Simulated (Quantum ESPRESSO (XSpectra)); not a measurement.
## O K-edge X-ray absorption spectrum (XANES) of HfO2 (Pca2₁)

```
CELL_PARAMETERS angstrom
      5.21946     0.00000     0.00000
      0.00000     5.00476     0.00000
      0.00000     0.00000     5.03269
ATOMIC_POSITIONS crystal
  Hf 0.03301 0.26748 0.24144
  Hf 0.96699 0.73252 0.74144
  Hf 0.46699 0.26748 0.74144
  Hf 0.53301 0.73252 0.24144
  O  0.36787 0.07135 0.37927
  O  0.63213 0.92865 0.87927
  O  0.13213 0.07135 0.87927
  O  0.86787 0.92865 0.37927
  O  0.73395 0.46012 0.49229
  O  0.26605 0.53988 0.99229
  O  0.76605 0.46012 0.99229
  O  0.23395 0.53988 0.49229
```

Geometry: Materials Project entry mp-685097 (a computed structure). The cell is the entry's, not relaxed again.

Absorber: atom 5, O on Wyckoff site a (site symmetry 1), with 1 Hf at 2.02 Å, 1 Hf at 2.12 Å, 1 Hf at 2.13 Å, 1 O at 2.51 Å.

Method: LDA, full core hole, dipole K-edge X-ray absorption, plane waves, Troullier-Martins potentials made with ld1.x and PseudoDojo potentials for the other elements (Perdew-Zunger form enforced), scalar-relativistic, no spin, constant broadening (Quantum ESPRESSO (XSpectra)).

24-atom cell (absorber images 7.1 Å apart), 70 Ry, k meshes 2×2×3 (SCF) and 4×4×4 (spectrum), Lorentzian half width 0.5 eV. The ground-state test found a gap, so occupations are fixed and the excited electron is left out (charged cell on a uniform background); energies count from the highest occupied level. Field directions run: x; y; z, weighted by the site's symmetry in the crystal. Intensities are scaled to a mean of 1 over 0–35 eV.

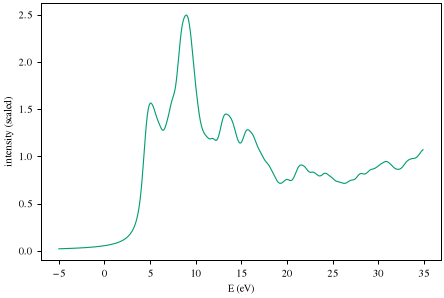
*The computed spectrum*

The absolute edge energy is not computed.
